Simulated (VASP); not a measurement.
## TiAl3: cell size against the level of theory

How much does the cell of TiAl3 depend on the functional? The levels: LDA, PBEsol, PBE, r2SCAN, PBE + D3(BJ), r2SCAN + rVV10, PBE + TS and revPBE + D3(BJ). The start is a computed cell from the Materials Project.

Main program and level: VASP 6.6.1; LDA; plane waves and PAW (Ti_sv, Al), in the first sound run; inputs show where later runs differ.

## (1) Starting point

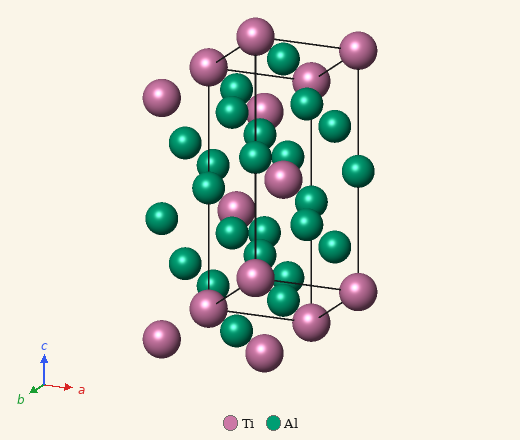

The starting structure, seen from a free direction (titanium pink, aluminium teal). 1×2×1 cells are drawn. This picture shows the conventional cell, with its axes. Some periodic images of atoms are drawn too.

## (2) Relaxation with LDA

The start need not lie at this functional's minimum. ISIF = 3 frees volume, shape and positions, and EDIFFG sets the threshold on forces and stress at which the search stops. LDA, the lowest rung, knows the local density alone.

INCAR

```
SYSTEM = TiAl3
PREC = Accurate
ENCUT = 520
EDIFF = 1E-06
NELM = 100
ISMEAR = -1
SIGMA = 0.05
LREAL = .FALSE.
ALGO = Normal
GGA = CA
NBANDS = 16
LORBIT = 11
LWAVE = .FALSE.
LCHARG = .FALSE.
KPAR = 4
IBRION = 2
NSW = 60
ISIF = 3
EDIFFG = -0.01
```

POSCAR

```
TiAl3
1.0
   -1.9111067713      1.9111067713      4.2806687947
    1.9111067713     -1.9111067713      4.2806687947
    1.9111067713      1.9111067713     -4.2806687947
Ti Al
1 3
Direct
    0.0000000000      0.0000000000      0.0000000000
    0.5000000000      0.5000000000      0.0000000000
    0.7500000000      0.2500000000      0.5000000000
    0.2500000000      0.7500000000      0.5000000000
```

KPOINTS

```
Automatic mesh
0
Gamma
8 8 8
0 0 0
```

The projector-augmented-wave data sets are Ti_sv and Al (PBE family, release 64).

On the command line:

```sh
> mpirun -np 4 vasp_std
```

Numbers of over 12 decimals in the logs are rounded to 6 here.

Output:

```text
[banner, memory and clock lines left out]
running    4 mpi-ranks, on    1 nodes
 distrk:  each k-point on    1 cores,    4 groups
 distr:  one band on    1 cores,    1 groups

 POSCAR found type information on POSCAR TiAl
 POSCAR found :  2 types and       4 ions
|                                                                             |
|               ----> ADVICE to this user running VASP <----                  |
|                                                                             |
|     You enforced a specific xc type in the INCAR file but a different       |
|     [... a line on the potential file left out ...]
|     I HOPE YOU KNOW WHAT YOU ARE DOING!                                     |
|                                                                             |

 LDA part: xc-table for (Slater(with rela. corr.)+CA(PZ))
 , standard interpolation
 POSCAR, INCAR and KPOINTS ok, starting setup
 FFT: planning ... GRIDC
 FFT: planning ... GRID_SOFT
 FFT: planning ... GRID
 WAVECAR not read
 entering main loop
       N       E                     dE             d eps       ncg     rms          rms(c)
DAV:   1     0.118440188343E+03    0.11844E+03   -0.92714E+03  1888   0.121E+03
DAV:   2    -0.158355062980E+02   -0.13428E+03   -0.13223E+03  1960   0.320E+02
DAV:   3    -0.246434372825E+02   -0.88079E+01   -0.86347E+01  3144   0.710E+01
DAV:   4    -0.248304428969E+02   -0.18701E+00   -0.18686E+00  2200   0.103E+01
DAV:   5    -0.248375967247E+02   -0.71538E-02   -0.71536E-02  3136   0.190E+00    0.112E+01
DAV:   6    -0.236061602350E+02    0.12314E+01   -0.28534E+01  2800   0.396E+01    0.668E+00
DAV:   7    -0.228665643227E+02    0.73960E+00   -0.93288E+00  2488   0.222E+01    0.308E+00
DAV:   8    -0.228272444595E+02    0.39320E-01   -0.13961E+00  2464   0.930E+00    0.171E+00
DAV:   9    -0.227800082148E+02    0.47236E-01   -0.40692E-01  2552   0.494E+00    0.198E-01
DAV:  10    -0.227813527619E+02   -0.13445E-02   -0.84390E-03  2392   0.703E-01    0.259E-01
DAV:  11    -0.227799833442E+02    0.13694E-02   -0.10153E-02  2744   0.672E-01    0.307E-02
DAV:  12    -0.227799873541E+02   -0.40099E-05   -0.22663E-04  2296   0.111E-01    0.240E-02
DAV:  13    -0.227799873951E+02   -0.40985E-07   -0.41703E-06  2488   0.167E-02
   1 F= -.22779987E+02 E0= -.22774123E+02  d E =-.227800E+02
 curvature:   0.00 expect dE= 0.000E+00 dE for cont linesearch  0.000E+00
 trial: gam= 0.00000 g(F)=  0.185E-48 g(S)=  0.523E-01 ort = 0.000E+00 (trialstep = 0.100E+01)
 search vector abs. value=  0.523E-01
 bond charge predicted
       N       E                     dE             d eps       ncg     rms          rms(c)
DAV:   1    -0.232921636374E+02   -0.51218E+00   -0.94285E+00  2480   0.363E+01    0.617E+00
DAV:   2    -0.230309349789E+02    0.26123E+00   -0.75192E+00  2800   0.233E+01    0.321E+00
DAV:   3    -0.227913203601E+02    0.23961E+00   -0.22194E+00  2456   0.108E+01    0.985E-01
DAV:   4    -0.227832167384E+02    0.81036E-02   -0.14048E-01  2712   0.330E+00    0.358E-01
DAV:   5    -0.227873370576E+02   -0.41203E-02   -0.86897E-03  2624   0.732E-01    0.142E-01
DAV:   6    -0.227897159109E+02   -0.23789E-02   -0.65858E-03  2872   0.330E-01    0.959E-02
DAV:   7    -0.227898174997E+02   -0.10159E-03   -0.20121E-04  2232   0.121E-01    0.436E-02
DAV:   8    -0.227898473972E+02   -0.29897E-04   -0.95016E-05  2656   0.786E-02    0.114E-02
DAV:   9    -0.227898474659E+02   -0.68760E-07   -0.10373E-05  1984   0.249E-02    0.657E-03
DAV:  10    -0.227898482062E+02   -0.74026E-06   -0.41708E-06  2408   0.180E-02
   2 F= -.22789848E+02 E0= -.22784304E+02  d E =-.986081E-02
 trial-energy change:   -0.009861  1 .order   -0.009861   -0.052254    0.032532
 step:   0.6163(harm=  0.6163)  dis= 0.00000  next Energy=   -22.796090 (dE=-0.161E-01)
 bond charge predicted
       N       E                     dE             d eps       ncg     rms          rms(c)
DAV:   1    -0.228772111777E+02   -0.87364E-01   -0.14542E+00  2488   0.144E+01    0.265E+00
DAV:   2    -0.228587276691E+02    0.18484E-01   -0.17405E+00  2784   0.107E+01    0.153E+00
DAV:   3    -0.227949723117E+02    0.63755E-01   -0.40837E-01  2560   0.466E+00    0.230E-01
DAV:   4    -0.227949075097E+02    0.64802E-04   -0.98470E-03  2608   0.723E-01    0.784E-02
DAV:   5    -0.227958058129E+02   -0.89830E-03   -0.27327E-03  2968   0.348E-01    0.128E-01
DAV:   6    -0.227959740541E+02   -0.16824E-03   -0.83812E-04  2704   0.220E-01    0.352E-02
DAV:   7    -0.227960226274E+02   -0.48573E-04   -0.15187E-04  2848   0.733E-02    0.774E-03
DAV:   8    -0.227960229971E+02   -0.36968E-06   -0.80569E-06  2032   0.198E-02
   3 F= -.22796023E+02 E0= -.22790359E+02  d E =-.160356E-01
 curvature:  -0.31 expect dE=-0.146E-05 dE for cont linesearch -0.824E-06
 trial: gam=-0.00706 g(F)=  0.135E-48 g(S)=  0.475E-05 ort = 0.374E-03 (trialstep = 0.923E+00)
 search vector abs. value=  0.207E-05
 reached required accuracy - stopping structural energy minimisation
```

The job ended after 99 s (4 MPI ranks of AMD EPYC 7R43, shared host; peak memory 0.83 GiB).

Lines that name or quote the potential files are left out of all logs, and their timing lines are given in words.

OUTCAR, selected parts (step 2):

```text
ion  position               nearest neighbor table
   1  0.000  0.000  0.000-   2 2.70   2 2.70   2 2.70   2 2.70   4 2.87   3 2.87   4 2.87   4 2.87
                             3 2.87   3 2.87   4 2.87   3 2.87
   2  0.500  0.500  0.000-   1 2.70   1 2.70   1 2.70   1 2.70   4 2.87   3 2.87   4 2.87   3 2.87
                             4 2.87   4 2.87   3 2.87   3 2.87
   3  0.750  0.250  0.500-   4 2.70   4 2.70   4 2.70   4 2.70   2 2.87   1 2.87   2 2.87   1 2.87
                             2 2.87   2 2.87   1 2.87   1 2.87
   4  0.250  0.750  0.500-   3 2.70   3 2.70   3 2.70   3 2.70   2 2.87   1 2.87   2 2.87   2 2.87
                             1 2.87   1 2.87   2 2.87   1 2.87

  LATTYP: Found a body centered tetragonal cell.
 ALAT       =     3.8222135426
 C/A-ratio  =     2.2398899208

 Subroutine GETGRP returns: Found 16 space group operations
 (whereof 16 operations were pure point group operations)

The static configuration has the point symmetry D_4h.

 Found     59 irreducible k-points:

   k-points           NKPTS =     59   k-points in BZ     NKDIM =     59   number of bands    NBANDS=     16

   dimension x,y,z NGX =    40 NGY =   40 NGZ =   40
   dimension x,y,z NGXF=    80 NGYF=   80 NGZF=   80

   ENCUT  =  520.0 eV  38.22 Ry    6.18 a.u.   9.41  9.41  9.41*2*pi/ulx,y,z

   NELECT =      21.0000    total number of electrons

 k-points in reciprocal lattice and weights: Automatic mesh
   0.00000000  0.00000000  0.00000000       0.002
   0.12500000  0.00000000  0.00000000       0.016
   0.25000000  0.00000000  0.00000000       0.016
   0.37500000  0.00000000  0.00000000       0.016
   0.50000000  0.00000000  0.00000000       0.008
   0.12500000  0.12500000  0.00000000       0.016
   0.25000000  0.12500000  0.00000000       0.031
   0.37500000  0.12500000  0.00000000       0.031
   0.50000000  0.12500000  0.00000000       0.031
[...]
-0.37500000 -0.37500000  0.37500000       0.004
   0.50000000  0.50000000  0.50000000       0.002

 average (electrostatic) potential at core
       1 -71.3146       2 -70.7265       3 -70.6332       4 -70.6332

 E-fermi :   8.4016

 k-point     1 :       0.0000    0.0000    0.0000
  band No.  band energies     occupation
    ...
      6       5.5091      2.00000
      7       5.7756      2.00000
      8       6.9340      2.00000
      9       7.1548      2.00000
     10       7.1548      2.00000
     11       9.2566      0.00000
     12      10.2539      0.00000
     13      10.2539      0.00000
     14      10.7251      0.00000
     15      10.9974      0.00000
    ...

 k-point     2 :       0.1250    0.0000    0.0000
  band No.  band energies     occupation
    ...
      6       4.9146      2.00000
      7       6.1476      2.00000
      8       6.6224      2.00000
      9       6.9857      2.00000
     10       7.2750      2.00000
     11       8.7501      0.00188
     12       9.7809      0.00000
     13      10.5025      0.00000
     14      10.8545      0.00000
     15      11.4768      0.00000
    ...

 k-point     3 :       0.2500    0.0000    0.0000
  band No.  band energies     occupation
    ...
      7       5.2112      2.00000
      8       6.2862      2.00000
      9       7.5141      2.00000
     10       7.5332      2.00000
     11       8.2839      1.82676
     12       9.4823      0.00000
     13      10.4917      0.00000
     14      11.2860      0.00000
     15      11.9607      0.00000
     16      12.8580      0.00000

  Total       -0.0138312     -0.0138312      0.0033124      0.0000000      0.0000000      0.0000000
  in kB       -0.3639971     -0.3639971      0.0871735      0.0000000      0.0000000      0.0000000
  external PRESSURE =      -0.2136069 kB  Pullay stress =       0.0000000 kB

  energy-cutoff  :      520.00
  volume of cell :       60.88
      direct lattice vectors                 reciprocal lattice vectors
    -1.893325596  1.893325596  4.245827744     0.000000000  0.264085586  0.117762667
     1.893325596 -1.893325596  4.245827744     0.264085586  0.000000000  0.117762667
     1.893325596  1.893325596 -4.245827744     0.264085586  0.264085586  0.000000000

 POSITION                                       TOTAL-FORCE (eV/Angst)
 -----------------------------------------------------------------------------------
      0.00000      0.00000      0.00000        -0.000000     -0.000000      0.000000
      0.00000      0.00000      4.24583        -0.000000     -0.000000      0.000000
      0.00000      1.89333      2.12291         0.000000     -0.000000      0.000000
      1.89333      0.00000      2.12291        -0.000000      0.000000     -0.000000
 -----------------------------------------------------------------------------------
    total drift:                               -0.000000     -0.000000      0.000000

  FREE ENERGIE OF THE ION-ELECTRON SYSTEM (eV)
  ---------------------------------------------------
  free  energy   TOTEN  =       -22.7960229971 eV

  energy  without entropy=      -22.7846944154  energy(sigma->0) =      -22.79035871

 reached required accuracy - stopping structural energy minimisation

 total charge
# of ion       s       p       d       tot
------------------------------------------
    1        2.173   6.126   2.080  10.380
    2        0.443   0.384   0.000   0.827
    3        0.405   0.417   0.000   0.822
    4        0.405   0.417   0.000   0.822
--------------------------------------------------
tot          3.427   7.343   2.080  12.851

[... 3 further parts left out ...]
```

This run has no spin polarisation. Its electron count is odd, so without a moment it is a metal by construction. The PAW data sets were made with PBE, though LDA sets exist; this is a small mismatch. The run keeps the 16 symmetry operations of its start, so it cannot find a distortion of lower symmetry.

Step by step:

| step | energy less that of the first step (eV) | largest force (eV/Å) | pressure (GPa) | volume (Å³) |
| --- | --- | --- | --- | --- |
| 1 | 0.0000 | 0.0000 | -3.07 | 62.54 |
| 2 | -0.0099 | 0.0000 | 2.00 | 59.86 |
| 3 | -0.0160 | 0.0000 | -0.02 | 60.88 |

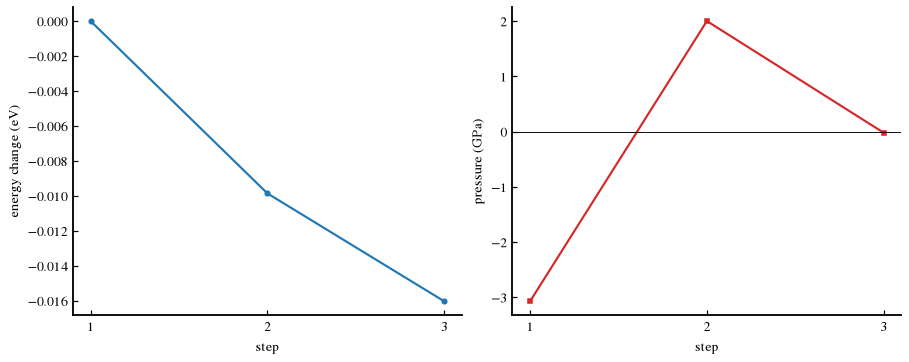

Energy and pressure along the relaxation.

| conventional cell, symmetrised | before | after | change |
| --- | --- | --- | --- |
| a (Å) | 3.822 | 3.787 | -0.9 % |
| b (Å) | 3.822 | 3.787 | -0.9 % |
| c (Å) | 8.561 | 8.492 | -0.8 % |
| volume (Å³/atom) | 15.63 | 15.22 | -2.7 % |

The relaxed structure:

```xyz
4
Lattice="-1.8933 1.8933 4.2458 1.8933 -1.8933 4.2458 1.8933 1.8933 -4.2458" Properties=species:S:1:pos:R:3 pbc="T T T"
Ti    0.0000    0.0000    0.0000
Al    0.0000    0.0000    4.2458
Al    0.0000    1.8933    2.1229
Al    1.8933    0.0000    2.1229
```

Numbers from this step:

- electrons: 21
- bands: 16
- irreducible k-points: 59
- symmetry operations: 16
- free energy (TOTEN): -22.80 eV
- energy at zero smearing: -22.79 eV
- Fermi energy: 8.402 eV
- pressure: -0.02136 GPa
- metallic: yes
- SCF cycles over all ionic steps: 31

It ends with forces that vanish by symmetry and a pressure of -0.02 GPa. The conventional cell has a = 3.787 and c = 8.492 Å.

[end of part 1 of 3]

[Lines on the potential files, build, host, timing and source positions are cut from VASP's logs without a mark.]

[Logs are printed without paths, hosts, clocks, repeated set-up lines and the standing remarks that a program may print on its own settings, such as how far it seeks lower states.]

[Hosts, paths, dates, database ids (printed as entryN), source tags and the programs' standing remarks are cut or masked in the printed files.]

[Measured values are set beside computed ones only where the two were judged alike; some that the calculation misses by far are left out.]
